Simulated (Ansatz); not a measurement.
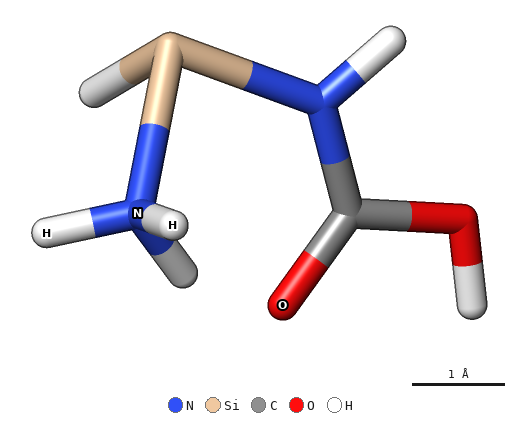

Starting structure of CH6N2O2Si. The picture is a stick view, seen at a tilt.

The start comes from PBE-D4/def2-SVP.

Theory: Ansatz, RKS PBE0-D4/def2-TZVP.

The input:
```yaml
crystal:
  periodic: [false, false, false]
  atoms:
    - {symbol: N, position_ang: [-1.158868, -1.372570, 0.135871]}
    - {symbol: Si, position_ang: [0.131831, -0.924317, 1.626880]}
    - {symbol: N, position_ang: [1.111115, 0.157339, 0.456024]}
    - {symbol: C, position_ang: [0.655187, 0.957704, -0.533976]}
    - {symbol: O, position_ang: [-0.515651, 0.987886, -0.958839]}
    - {symbol: O, position_ang: [1.613982, 1.747793, -1.092836]}
    - {symbol: H, position_ang: [-0.879067, -2.170261, -0.450223]}
    - {symbol: H, position_ang: [-2.105525, -1.554909, 0.494480]}
    - {symbol: H, position_ang: [-0.892750, 0.166347, 2.028785]}
    - {symbol: H, position_ang: [2.125333, 0.198740, 0.585686]}
    - {symbol: H, position_ang: [-1.163878, -0.478962, -0.447005]}
    - {symbol: H, position_ang: [1.155292, 2.230011, -1.811047]}
basis:
  gaussian: {orbitals: def2-TZVP}
hamiltonian: {xc: pbe0, dispersion: d4}
relax: {f_tol: 0.005, max_steps: 150}
```

Run as
```bash
ansatz run in.yaml --threads 4 --pin off --events-out ev --progress --plain --max-ram 10444MiB
```

Where does the relaxation end?

H8 moves most after the best rigid fit: 0.058 Å. By element the largest moves are H 0.058 Å, O 0.057 Å, Si 0.054 Å, N 0.030 Å, C 0.013 Å. Near-neighbour distances that change, for instance: Si2–N3 1.871 → 1.831 Å, N1–Si2 2.022 → 1.984 Å, N1–H11 1.067 → 1.038 Å, Si2–H9 1.549 → 1.525 Å. The energy falls by 7.68 kJ/mol in 11 geometry steps. The largest force component goes from 1.2 to 0.0018 eV/Å.

Final geometry:

```xyz
12

N    -1.1515   -1.3728    0.1392
Si    0.1155   -0.8907    1.5880
N     1.0868    0.1535    0.4393
C     0.6470    0.9664   -0.5296
O    -0.5091    1.0383   -0.9338
O     1.6179    1.7209   -1.0841
H    -0.8437   -2.1552   -0.4267
H    -2.0662   -1.5888    0.5196
H    -0.8909    0.1834    1.9882
H     2.0884    0.1695    0.5546
H    -1.2074   -0.5126   -0.4398
H     1.1902    2.2330   -1.7812
```

After the run, drawn alike:

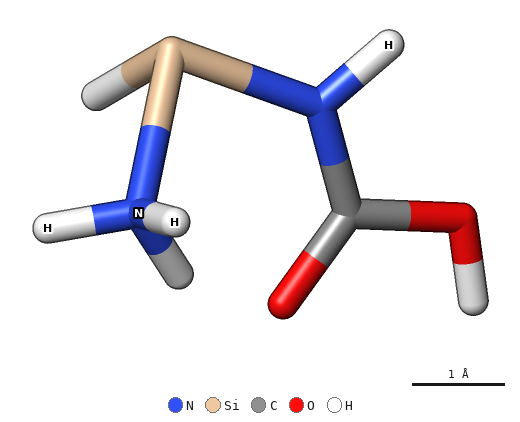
